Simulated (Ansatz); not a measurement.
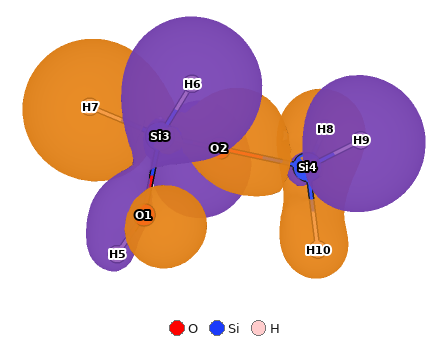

*H$_{6}$O$_{2}$Si$_{2}$ (SMILES O[SiH2]O[SiH3]). The HOMO at ±0.06 Å⁻³ᐟ² (orange and purple are the two phases), seen at a tilt.*

Geometry: B3LYP/6-31G*.

All numbers below come from isolated molecule in a Gaussian basis; Kohn-Sham density functional theory, functional PBE0 (Ansatz 0.2.0).

Input

```
crystal:
  periodic: [false, false, false]
  atoms:
    - {symbol: O, position_ang: [2.944942, 1.524004, -1.310877]}
    - {symbol: O, position_ang: [0.906019, 0.119398, -0.102591]}
    - {symbol: Si, position_ang: [2.533183, 0.231647, -0.354744]}
    - {symbol: Si, position_ang: [-0.411260, 0.818798, 0.617523]}
    - {symbol: H, position_ang: [2.664611, 1.487627, -2.236192]}
    - {symbol: H, position_ang: [3.237763, 0.476157, 0.923398]}
    - {symbol: H, position_ang: [2.933517, -1.052081, -0.983002]}
    - {symbol: H, position_ang: [-1.371886, -0.251516, 0.985851]}
    - {symbol: H, position_ang: [-0.017660, 1.564597, 1.844175]}
    - {symbol: H, position_ang: [-1.074013, 1.760317, -0.323590]}
basis:
  gaussian: {orbitals: def2-TZVPD}
hamiltonian: {xc: {name: PBE0}}
output: {forces: true, orbitals: {seedname: orbitals}}
```

Run with:

```sh
ansatz run input.yaml --threads 1 --pin off --max-ram 2610MiB --events-out events.jsonl --progress --plain --runs-dir runs
```

Question: Where does this orbital lie, and at what energy?

Answer: By Hirshfeld shares it lies mainly on O2 (about 25 %), Si3 (about 20 %), H6 (about 15 %), H7 (about 15 %), H9 (about 10 %) and Si4 (about 10 %). Its energy is −8.78 eV.
